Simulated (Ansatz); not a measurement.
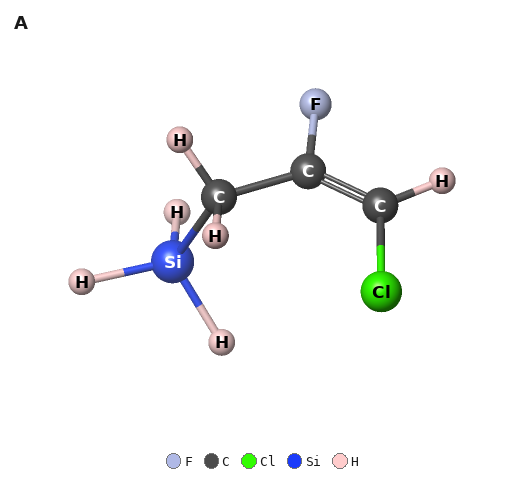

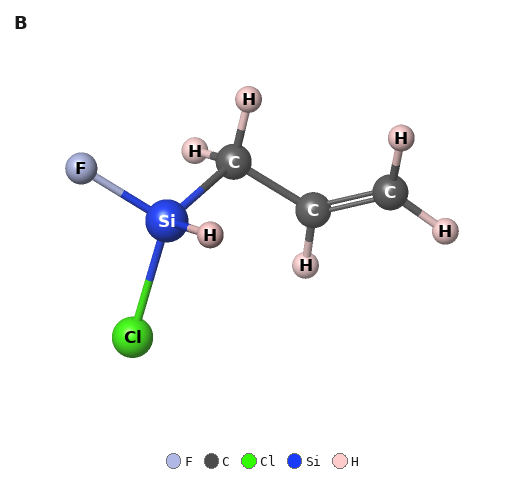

2 stationary structures of one formula. Geometries: PBE0-D4/def2-TZVP. Electronic energies: CCSD(T)/CBS (MP2 limit from def2-TZVPP and def2-QZVPP plus CCSD(T) − MP2) (Ansatz 0.2.0), without zero-point energy. No frequency run is at hand to confirm each as a minimum. Each is one conformer, not always the lowest.

### How are they related?

They are constitutional isomers of C3H6ClFSi: A `F/C(=C/Cl)C[SiH3]`, B `C=CC[Si@@H](F)Cl`.

### Which structure is the most stable?

B is lowest; A lies 3.947 eV above it.
